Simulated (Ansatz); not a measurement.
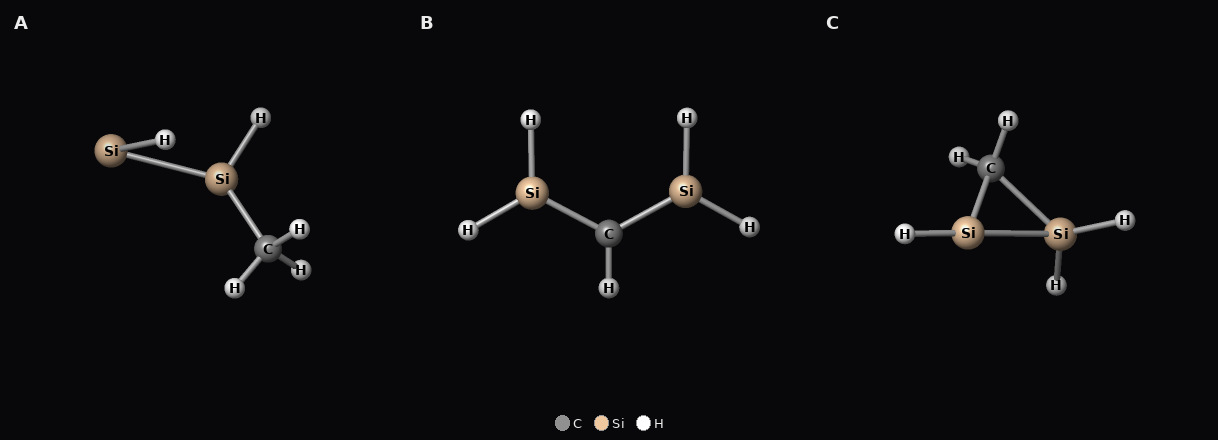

3 stationary structures of one formula. State: charge +1, singlet. Geometries: PBE-D4/def2-SVP. Electronic energies: PBE-D4/def2-SVP (Ansatz 0.2.0), without zero-point energy. No frequency run is at hand to confirm each as a minimum. Each is one conformer, not always the lowest.

**Which structure is the most stable?**

B is lowest (C2v); A lies 27.3 kJ/mol above it (C1), C lies 64.2 kJ/mol above it.
